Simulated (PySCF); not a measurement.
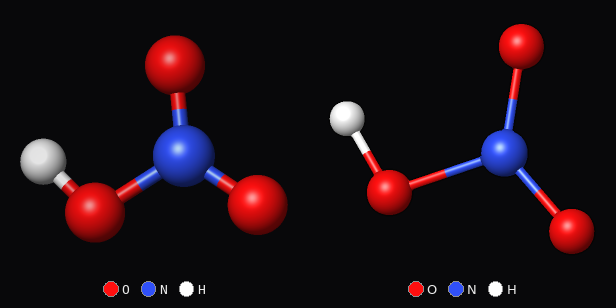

Two views of one molecule.

Computed geometry: PBE0-D3(BJ)/def2-SVP optimisation. No frequency run is at hand to confirm it as a minimum.

Give the formula.

Answer. HNO3, 5 atoms: 1 hydrogen, 1 nitrogen and 3 oxygen.

Give a SMILES string for it.

Answer. O=[N+]([O-])O

More results for the same structure follow; atom numbers are the same in all pictures, views and colours differ.

### Shape

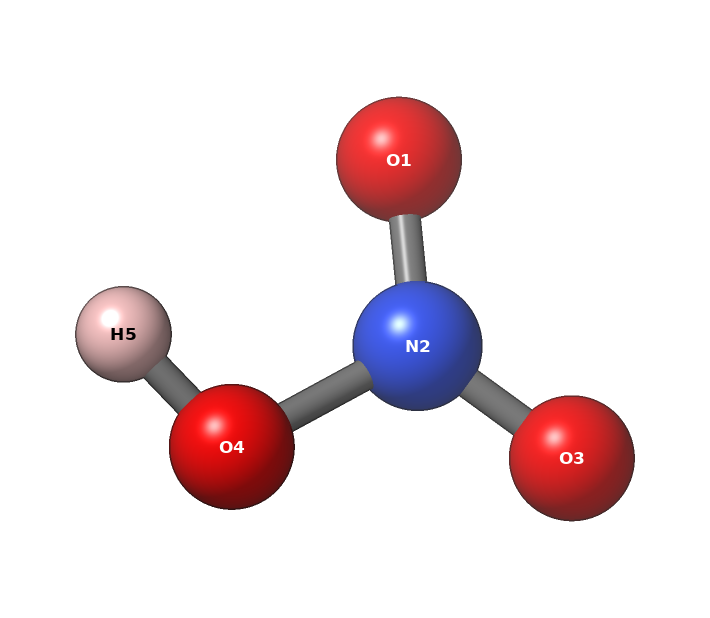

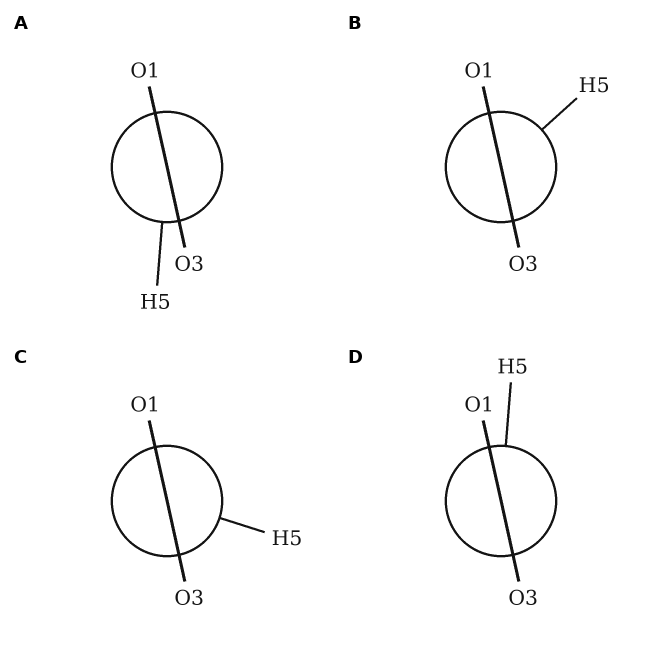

Depth is shown by fading: the farther an atom, the more it takes the colour of the background. Bonds that would overlap in a projection are set slightly apart. No frequency run is at hand to confirm it as a minimum.

Which Newman projection shows the view along N2–O4, with N2 in front?

Answer. D. The torsion angle O1–N2–O4–H5 is 0°, synperiplanar (eclipsed).

### Core levels

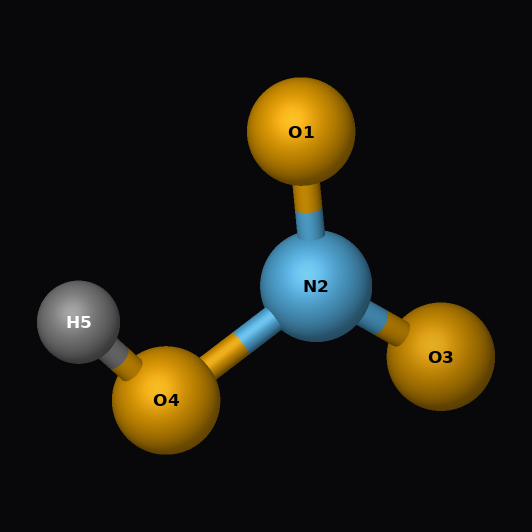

No frequency run is at hand to confirm it as a minimum. Level of theory: delta-SCF UKS SCAN, pcX-2 on the ionised atom, pcseg-1 elsewhere, spin-free X2C (PySCF 2.14.0).

Give the core-electron binding energies (to vacuum) of O1 1s, N2 1s, O4 1s.

```json
{"atom": "O1", "level": "1s", "binding energy (eV)": "540.3"}
{"atom": "N2", "level": "1s", "binding energy (eV)": "414.6"}
{"atom": "O4", "level": "1s", "binding energy (eV)": "541.5"}
```

### NMR shielding

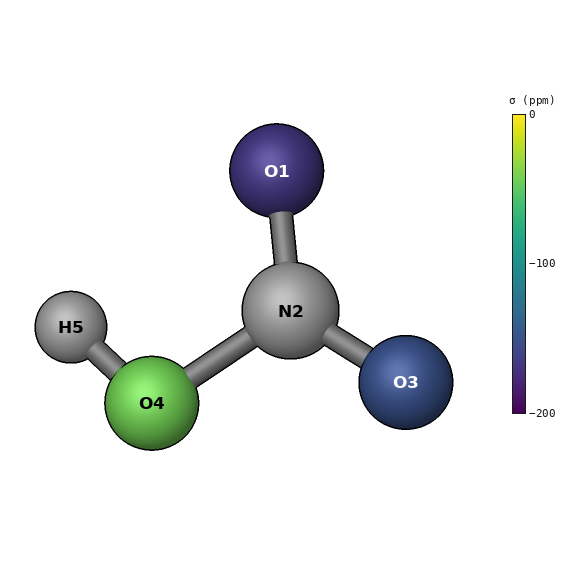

Atoms are coloured by their isotropic NMR shieldings (O only, the others grey). No frequency run is at hand to confirm it as a minimum. Level of theory: GIAO PBE0/pcSseg-1 NMR shielding, non-relativistic, IEF-PCM methanol (PySCF 2.14.0).

List the isotropic NMR shieldings of the O atoms.

```json
{"atom": "O1", "σ (ppm)": "−166.6"}
{"atom": "O3", "σ (ppm)": "−149.8"}
{"atom": "O4", "σ (ppm)": "−42.9"}
```

### Dipole moment

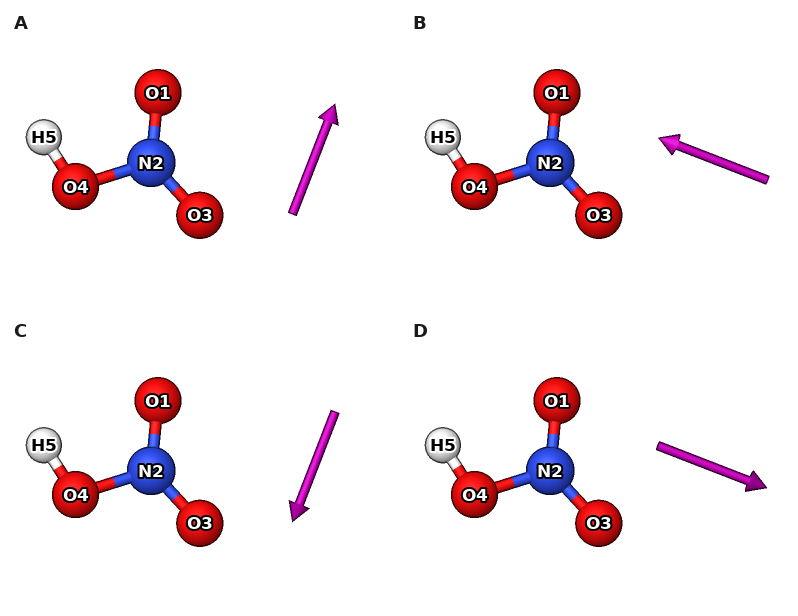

The same molecule four times, each with an arrow. No frequency run is at hand to confirm it as a minimum. Properties computed with PBE0/pcSseg-1 in methanol (IEF-PCM) (PySCF 2.14.0).

Which arrow points along the dipole moment, from the negative to the positive end?

Answer. B. The dipole moment is 3.03 D; it points from the side of O3 to the side of H5 (the outermost atoms at the two ends).

### Excitation

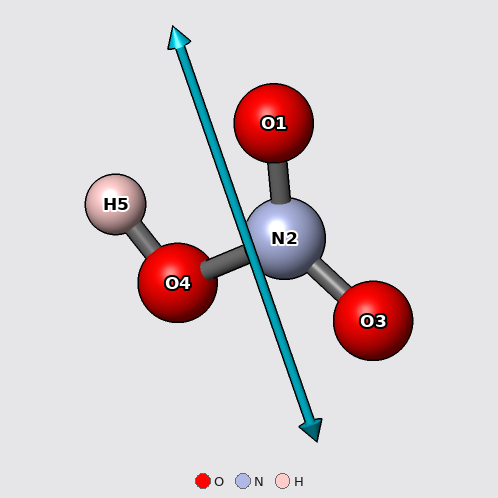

The double arrow shows the direction of the transition dipole to excited singlet state 3 (its length means nothing). No frequency run is at hand to confirm it as a minimum. Level of theory: TDDFT CAM-B3LYP/def2-SVPD, vertical, gas phase, core orbitals frozen in the response (PySCF 2.14.0).

How is the transition polarised?

Answer. In the molecular plane, at 50° to the long direction O1···O4.

Where does the transition lie, and how strong is it?

Answer. 7.47 eV (166 nm), oscillator strength 0.16, mainly HOMO−1 → LUMO (weight 0.78); transition dipole 2.41 D.
